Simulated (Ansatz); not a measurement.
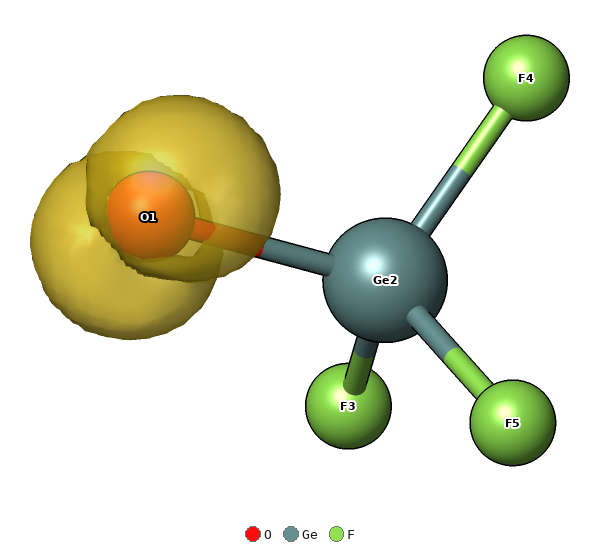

Figure. F3GeO (doublet). Isosurfaces of the spin density at +0.1 (yellow) and −0.1 e/Å³ (cyan), seen from one side.

Geometry: PBE0-D4/def2-TZVP.

The calculation used UKS PBE0-D4/def2-TZVPP in Ansatz 0.2.0.

```xyz
5

O    -0.5744    0.0946    1.6575
Ge    0.0039   -0.0104   -0.0124
F     1.3886   -0.9910   -0.0002
F    -1.1545   -0.6883   -1.0513
F     0.3863    1.5214   -0.6350
```

**Which atoms carry the spin?**

The unpaired spin (1 electron) lies mostly on O1 (about 0.9), in electrons by Hirshfeld's partition. Only one sign reaches the isovalue.
